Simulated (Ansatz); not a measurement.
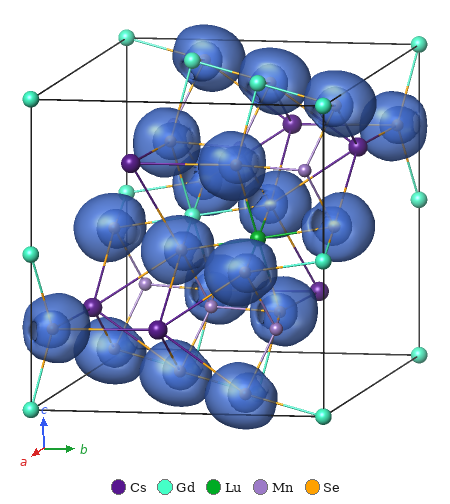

The picture shows: Cs$_{6}$Gd$_{5}$LuMn$_{6}$Se$_{18}$. Isosurface of the ELF at 0.75 (blue), seen slightly off an axis. Only the valence region is drawn (cores and ρ < 0.01 e/Å³ removed). Sticks mark near contacts.

Hubbard U of 6 eV on Gd f and 3.9 eV on Mn d only; spin-polarised.

Computed with DFT PBE+U, scalar-relativistic, plane waves, PAW (Ansatz).

In a PAW calculation such maps are meaningful between the atoms, not at the nuclei.

### Describe the localisation domains.

The ELF exceeds this value in 18 regions wrapped around Se (the valence shell of each), counted in one cell of 36 atoms. Any copies at cell faces, edges or corners count once.

Values along the shortest contacts:
Mn–Se (2.54 Å): the ELF is about 0.50 at the midpoint. Lu–Se (2.86 Å): the ELF is about 0.40 at the midpoint.
